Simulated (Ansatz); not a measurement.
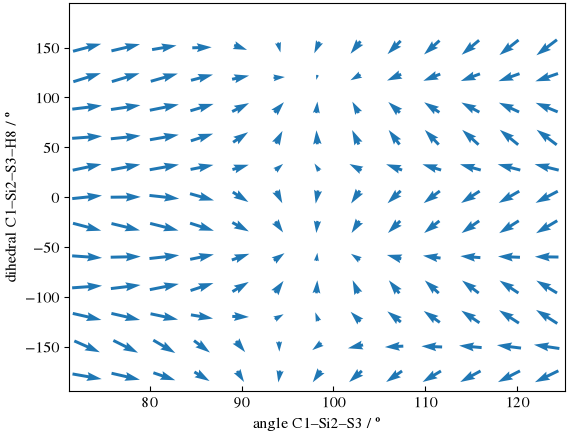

CH₅SSi, SMILES C[SiH-]S, charge −1. Coordinates scanned: (1) angle C1–Si2–S3; (2) dihedral C1–Si2–S3–H8. Nothing is relaxed (all other coordinates rigid). Grid: 13 × 12 points. Points are written as (first, second). Theory: RKS PBE0-D4/def2-SVPD (Ansatz).

In the figure: arrows along the force (downhill), their lengths compressed.

Question: The arrows alone are given. Where are the wells?

Answer: The arrows converge at about (98°, 115°); about (99°, −50°) (3.6 kJ/mol up) (read from the interpolated surface).

The energy map of the same scan:

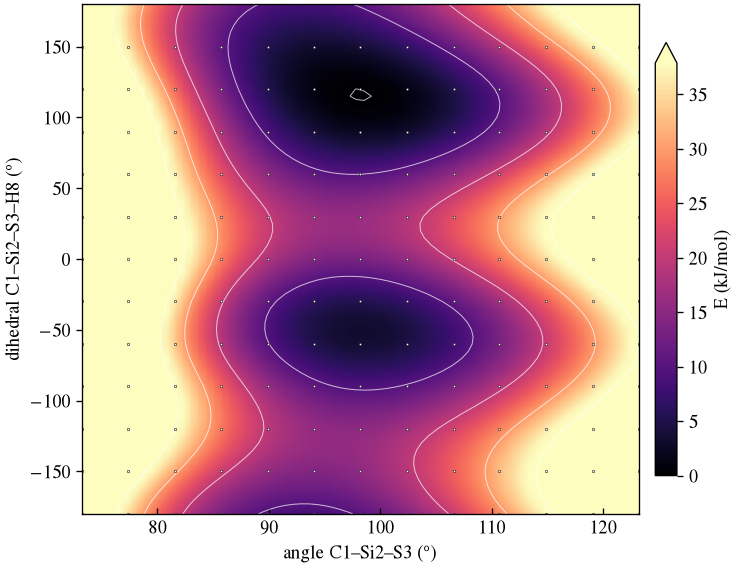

Energies are in kJ/mol, from the lowest grid point; between grid points the surface is interpolated.
